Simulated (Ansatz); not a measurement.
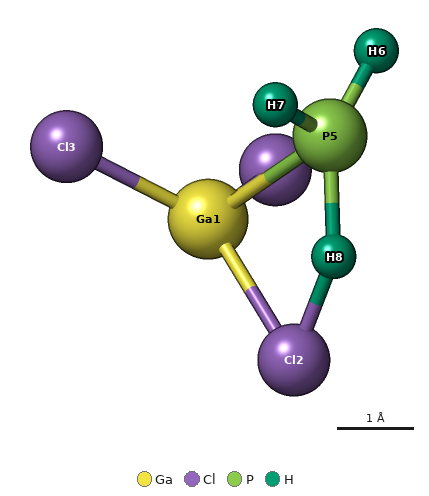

**Figure 1.** The input geometry (ball-and-stick view, seen at an oblique angle; atoms are numbered from 1 in the order of the input). Sticks mark near contacts. Bond lengths as drawn: Cl–Ga 2.24 to 2.59 Å, Cl–H 1.55 Å, Ga–P 2.59 Å and H–P 1.42 to 1.61 Å.

## GaPH$_{3}$Cl$_{3}$: geometry relaxation (part 1 of 2)

GaPH$_{3}$Cl$_{3}$, computed with RKS PBE0-D4/def2-SVP (Ansatz 0.2.0).

The input holds or restrains some coordinates. It belongs to a series of runs on one base structure; here: pulled along the bonds that form and break, towards end A. Figures and captions count atoms from 1; the log counts them from 0 in places.

### What the program printed
```
The last accepted step is kept in [file] (removed where the run ends without a failure and the disk answers)
Engine: ansatz 0.2.0, aarch64-unknown-linux-gnu
Functional definition: PBE0
  parameter a = 0.25
  parameter kappa = 0.804
  parameter beta = 0.06672455060314922
  exchange = (1 - a)*pbe_x(kappa = kappa, mu = beta*pi^2/3) + a*exact_x
  correlation = pbe_c(beta = beta)
1180 factors; integrals over basis functions are off by at most 3.4e-4 eV
mean field evaluation 1: about -99240.2701 eV, gradient 2.7e1 eV
mean field evaluation 2: about -99238.7689 eV, gradient 3.9e1 eV
mean field evaluation 4: about -99241.8316 eV, gradient 5.0e-1 eV
mean field evaluation 8: about -99241.8321 eV, gradient 4.3e-2 eV
mean field evaluation 16: about -99241.8321 eV, gradient 1.9e-5 eV
mean field -99241.83205953 eV, -3647.0700596580 hartree, gradient 1.9e-5 eV, S^2 0.000000; 0 other end points of the search recorded, 0 dependent functions left out
the calculation of the forces begins
reference -99241.83208729 eV, -3647.0700606780 hartree; 50, 50 occupied and 69, 69 virtual orbitals, 1180 factors
relax step   1: F+E_penalty+E_count = -99242.10463524 eV  Δ(F+E_penalty+E_count) = +0.000e0 eV  max|allowed force component| = 2.627e0 eV/Å  E_restraint = 30.17342790 eV  max|allowed force component, restraints' pulls added| = 3.328e1 eV/Å  Δτ_max = 0.0000 Å  (26 SCF iters, accepted)
  distance Ga 0 - P 4 = 2.5900 Å
  distance H 7 - Cl 1 = 1.5492 Å
  distance Ga 0 - Cl 1 = 2.5900 Å
  distance H 7 - P 4 = 1.6124 Å
these checks for a lower state are left out or cut short: starts, cluster_reference, orbital_swaps, neighbouring_geometries, increment
1180 factors; integrals over basis functions are off by at most 3.6e-4 eV
mean field -99241.55044749 eV, -3647.0597106062 hartree, gradient 2.3e-5 eV, S^2 0.000000; 0 other end points of the search recorded, 0 dependent functions left out
the calculation of the forces begins
reference -99241.55047568 eV, -3647.0597116424 hartree; 50, 50 occupied and 69, 69 virtual orbitals, 1180 factors
relax step   2: F+E_penalty+E_count = -99241.81645285 eV  Δ(F+E_penalty+E_count) = +2.882e-1 eV  max|allowed force component| = 2.528e0 eV/Å  E_restraint = 12.85643631 eV  max|allowed force component, restraints' pulls added| = 2.151e1 eV/Å  Δτ_max = 0.1930 Å  (32 SCF iters, accepted)
  distance Ga 0 - P 4 = 2.9112 Å
  distance H 7 - Cl 1 = 1.9038 Å
  distance Ga 0 - Cl 1 = 2.5097 Å
  distance H 7 - P 4 = 1.4945 Å
these checks for a lower state are left out or cut short: starts, cluster_reference, orbital_swaps, neighbouring_geometries, increment
1180 factors; integrals over basis functions are off by at most 3.5e-4 eV
mean field -99241.64459640 eV, -3647.0631705149 hartree, gradient 8.8e-5 eV, S^2 0.000000; 0 other end points of the search recorded, 0 dependent functions left out
the calculation of the forces begins
reference -99241.64462479 eV, -3647.0631715581 hartree; 50, 50 occupied and 69, 69 virtual orbitals, 1180 factors
relax step   3: F+E_penalty+E_count = -99241.90540511 eV  Δ(F+E_penalty+E_count) = -8.895e-2 eV  max|allowed force component| = 2.096e0 eV/Å  E_restraint = 3.66629944 eV  max|allowed force component, restraints' pulls added| = 1.002e1 eV/Å  Δτ_max = 0.1949 Å  (29 SCF iters, accepted)
  distance Ga 0 - P 4 = 3.1503 Å
  distance H 7 - Cl 1 = 2.2462 Å
  distance Ga 0 - Cl 1 = 2.3946 Å
  distance H 7 - P 4 = 1.4034 Å
these checks for a lower state are left out or cut short: starts, cluster_reference, orbital_swaps, neighbouring_geometries, increment
1180 factors; integrals over basis functions are off by at most 4.5e-4 eV
mean field evaluation 32: about -99241.8281 eV, gradient 9.5e0 eV
mean field -99242.12840705 eV, -3647.0809502284 hartree, gradient 2.5e-5 eV, S^2 0.000000; 0 other end points of the search recorded, 0 dependent functions left out
the calculation of the forces begins
reference -99242.12843579 eV, -3647.0809512846 hartree; 50, 50 occupied and 69, 69 virtual orbitals, 1180 factors
relax step   4: F+E_penalty+E_count = -99242.38515867 eV  Δ(F+E_penalty+E_count) = -4.798e-1 eV  max|allowed force component| = 1.619e0 eV/Å  E_restraint = 0.21562448 eV  max|allowed force component, restraints' pulls added| = 4.277e0 eV/Å  Δτ_max = 0.1949 Å  (28 SCF iters, accepted)
  distance Ga 0 - P 4 = 3.3911 Å
  distance H 7 - Cl 1 = 2.5088 Å
  distance Ga 0 - Cl 1 = 2.2565 Å
  distance H 7 - P 4 = 1.3960 Å
these checks for a lower state are left out or cut short: starts, cluster_reference, orbital_swaps, neighbouring_geometries, increment
1180 factors; integrals over basis functions are off by at most 4.7e-4 eV
mean field -99243.03371582 eV, -3647.1142197122 hartree, gradient 9.0e-5 eV, S^2 0.000000; 0 other end points of the search recorded, 0 dependent functions left out
the calculation of the forces begins
reference -99243.03374402 eV, -3647.1142207483 hartree; 50, 50 occupied and 69, 69 virtual orbitals, 1180 factors
relax step   5: F+E_penalty+E_count = -99243.28958480 eV  Δ(F+E_penalty+E_count) = -9.044e-1 eV  max|allowed force component| = 1.555e0 eV/Å  E_restraint = 0.02506435 eV  max|allowed force component, restraints' pulls added| = 1.267e0 eV/Å  Δτ_max = 0.1954 Å  (27 SCF iters, accepted)
  distance Ga 0 - P 4 = 3.5063 Å
  distance H 7 - Cl 1 = 2.5835 Å
  distance Ga 0 - Cl 1 = 2.2063 Å
  distance H 7 - P 4 = 1.4292 Å
these checks for a lower state are left out or cut short: starts, cluster_reference, orbital_swaps, neighbouring_geometries, increment
1180 factors; integrals over basis functions are off by at most 4.6e-4 eV
mean field -99243.63617460 eV, -3647.1363596638 hartree, gradient 1.3e-5 eV, S^2 0.000000; 0 other end points of the search recorded, 0 dependent functions left out
the calculation of the forces begins
reference -99243.63620213 eV, -3647.1363606755 hartree; 50, 50 occupied and 69, 69 virtual orbitals, 1180 factors
relax step   6: F+E_penalty+E_count = -99243.89354532 eV  Δ(F+E_penalty+E_count) = -6.040e-1 eV  max|allowed force component| = 9.804e-1 eV/Å  E_restraint = 0.02949295 eV  max|allowed force component, restraints' pulls added| = 6.658e-1 eV/Å  Δτ_max = 0.2000 Å  (26 SCF iters, accepted)
  distance Ga 0 - P 4 = 3.5066 Å
  distance H 7 - Cl 1 = 2.5849 Å
  distance Ga 0 - Cl 1 = 2.2029 Å
  distance H 7 - P 4 = 1.4296 Å
these checks for a lower state are left out or cut short: starts, cluster_reference, orbital_swaps, neighbouring_geometries, increment
1180 factors; integrals over basis functions are off by at most 4.5e-4 eV
mean field -99243.65363765 eV, -3647.1370014192 hartree, gradient 7.9e-6 eV, S^2 0.000000; 0 other end points of the search recorded, 0 dependent functions left out
the calculation of the forces begins
reference -99243.65366505 eV, -3647.1370024261 hartree; 50, 50 occupied and 69, 69 virtual orbitals, 1180 factors
relax step   7: F+E_penalty+E_count = -99243.91523943 eV  Δ(F+E_penalty+E_count) = -2.169e-2 eV  max|allowed force component| = 1.152e0 eV/Å  E_restraint = 0.01909708 eV  max|allowed force component, restraints' pulls added| = 1.663e-1 eV/Å  Δτ_max = 0.1870 Å  (26 SCF iters, accepted)
  distance Ga 0 - P 4 = 3.4860 Å
  distance H 7 - Cl 1 = 2.5766 Å
  distance Ga 0 - Cl 1 = 2.2059 Å
  distance H 7 - P 4 = 1.4272 Å
these checks for a lower state are left out or cut short: starts, cluster_reference, orbital_swaps, neighbouring_geometries, increment
1180 factors; integrals over basis functions are off by at most 4.5e-4 eV
mean field -99243.66084383 eV, -3647.1372662415 hartree, gradient 8.8e-5 eV, S^2 0.000000; 0 other end points of the search recorded, 0 dependent functions left out
the calculation of the forces begins
reference -99243.66087129 eV, -3647.1372672504 hartree; 50, 50 occupied and 69, 69 virtual orbitals, 1180 factors
relax step   8: F+E_penalty+E_count = -99243.92210786 eV  Δ(F+E_penalty+E_count) = -6.868e-3 eV  max|allowed force component| = 1.091e0 eV/Å  E_restraint = 0.02041160 eV  max|allowed force component, restraints' pulls added| = 5.774e-2 eV/Å  Δτ_max = 0.1039 Å  (23 SCF iters, accepted)
  distance Ga 0 - P 4 = 3.4835 Å
  distance H 7 - Cl 1 = 2.5771 Å
  distance Ga 0 - Cl 1 = 2.2051 Å
  distance H 7 - P 4 = 1.4272 Å
1180 factors; integrals over basis functions are off by at most 4.5e-4 eV
mean field evaluation 64: about -99243.6563 eV, gradient 2.6e-2 eV
```

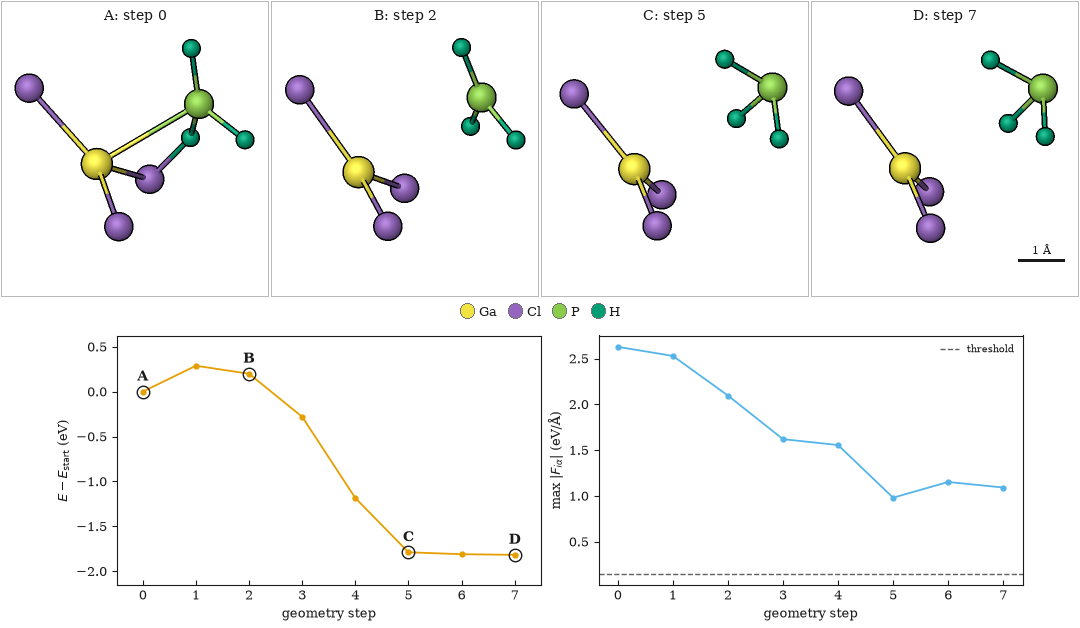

**Figure 2.** Frames of the restrained relaxation (ball-and-stick view, seen at a tilt) above the curves, on which the letters mark them (the first geometry is step 0 here and step 1 in the log).

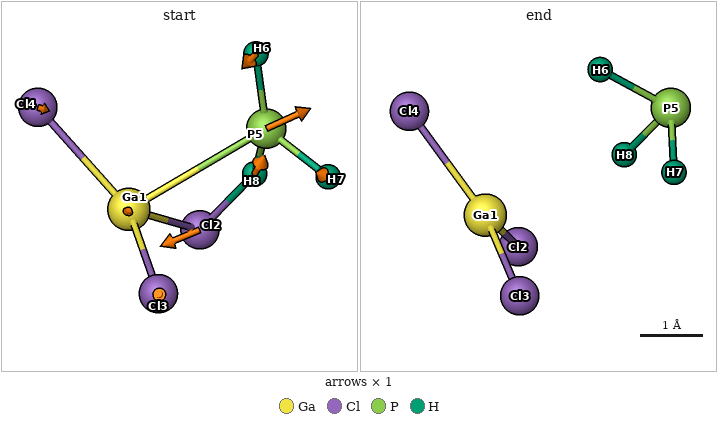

**Figure 3.** Before (left) and after (right) the restrained relaxation, at one scale (ball-and-stick view, seen at a tilt). The orange arrows give the displacements, at true length. P5 moves most after the best rigid fit: 0.82 Å. By element the largest moves are P 0.82 Å, Cl 0.72 Å, H 0.54 Å, Ga 0.17 Å. Distances before and after: Cl2–H8 1.549 → 2.577 Å, Ga1–P5 2.590 → 3.484 Å, Ga1–Cl2 2.590 → 2.205 Å, P5–H8 1.612 → 1.427 Å. Bonds break: Cl2–H8 (1.55 → 2.58 Å), Ga1–P5 (2.59 → 3.48 Å). Among the angles that change: H6–P5–H8 145.3° → 94.4°, H6–P5–H7 109.4° → 94.0°, H7–P5–H8 102.6° → 94.3°. After 7 geometry steps the energy has fallen by 1.817 eV. Largest force component: 2.6 eV/Å at the start, 1.1 eV/Å at the end. (Atoms are counted from 1 in the order of the input.)

```
mean field -99243.66084383 eV, -3647.1372662415 hartree, gradient 8.8e-5 eV, S^2 0.000000; 1 other end points of the search recorded, 0 dependent functions left out
the calculation of the forces begins
reference -99243.66087129 eV, -3647.1372672504 hartree; 50, 50 occupied and 69, 69 virtual orbitals, 1180 factors
Total energy: -99243.92213532 eV, -3647.1468685263 hartree
Atom 0 at     0.006293     0.123857     0.105144 Å, force    -0.027588     0.050099     1.091350 eV/Å
Atom 1 at    -0.083503     0.639951     2.247135 Å, force     0.027782    -0.018431    -0.982546 eV/Å
Atom 2 at     1.889414     0.060326    -0.869080 Å, force     0.027449     0.025907    -0.020656 eV/Å
Atom 3 at    -1.803916    -0.100956    -0.978674 Å, force    -0.019459     0.014984    -0.020212 eV/Å
Atom 4 at     0.186126    -3.183153     1.185148 Å, force    -0.009623    -0.068462    -0.183144 eV/Å
Atom 5 at    -0.665292    -2.884363     0.072840 Å, force     0.032011    -0.000094     0.056609 eV/Å
Atom 6 at     1.387010    -2.860177     0.482233 Å, force    -0.027582     0.022472     0.006945 eV/Å
Atom 7 at     0.054467    -1.889486     1.773253 Å, force    -0.002990    -0.026474     0.051655 eV/Å
Dipole moment:     0.037791    -0.083070    -0.109274 e Å
```
